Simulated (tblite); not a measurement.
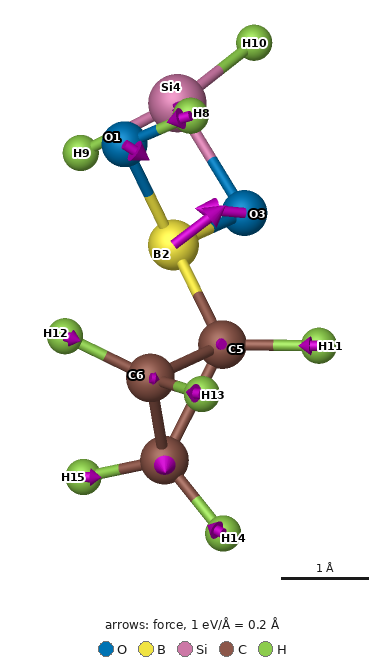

Starting geometry of C3H8BO2Si (multiplicity 2) with the computed forces as purple arrows. A ball-and-stick model, seen from a free direction.

The calculation used tblite, GFN2-xTB geometry optimisation, gas phase. 

Q: What follows when this structure is relaxed?

A: It isn't relaxed: the largest force vector, on the B atom, is 3.81 eV/Å. The final displacements have little in common with the starting forces (cosine between the two patterns 0.24). The energy falls by 1.867 eV in 140 geometry steps. The atom that moves furthest after the best rigid fit is an H atom (2.64 Å). Largest moves by element: H 2.64 Å, O 1.24 Å, Si 0.66 Å, C 0.60 Å, B 0.13 Å. Near-neighbour distances that change, for instance: B–O 1.469 → 1.335 Å, B–O 1.485 → 1.363 Å, O–Si 1.696 → 1.619 Å, C–H 1.125 → 1.084 Å. Bond angles that change, for instance: B–O–Si 108.0° → 146.9°, B–O–H 103.4° → 115.2°, O–Si–H 112.4° → 102.5°. Groups turn about O–Si by about 50°. The run took 0.7 s on 1 thread of Arm Neoverse V2, with other jobs on the host.
